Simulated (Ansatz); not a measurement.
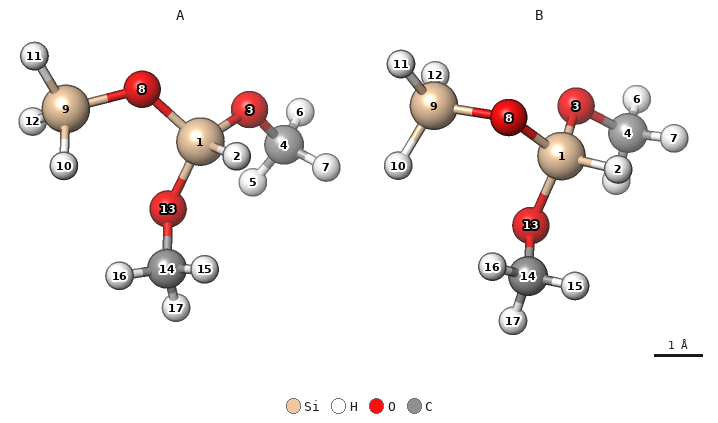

Two geometries of C₂H₁₀O₃Si₂, drawn at one scale. One is the start of a relaxation, the other its converged end. The picture is a ball-and-stick view, seen at a tilt.

These are results of RKS PBE-D4/STO-3G (Ansatz 0.2.0), not measurements. Settings: no spin polarisation; force threshold 0.02 eV/Å; at most 40 steps.

Which of the two is the end point?

Answer. Structure B is the relaxed one. The run prepares the start of a later molecular dynamics calculation, from a guessed geometry. The energy falls by 0.734 eV in 22 geometry steps. The largest force component goes from 2.6 to 0.0067 eV/Å. H12 moves most after the best rigid fit: 1.37 Å. By element the largest moves are H 1.37 Å, O 0.93 Å, C 0.40 Å, Si 0.35 Å. Near-neighbour distances that change, for instance: Si1–O13 1.679 → 1.739 Å, Si1–O3 1.680 → 1.732 Å, O13–C14 1.420 → 1.469 Å, O8–Si9 1.680 → 1.724 Å. Among the angles between lasting bonds that change: Si1–O3–C4 125.0° → 109.2°, Si1–O13–C14 125.0° → 109.6°, Si1–O8–Si9 125.0° → 115.2°. Groups turn about Si1–O8 by about 75°, Si1–O13 by about 35°, Si1–O3 by about 35°.

Limits of the set-up: STO-3G is a minimal basis, so the numbers are rough.
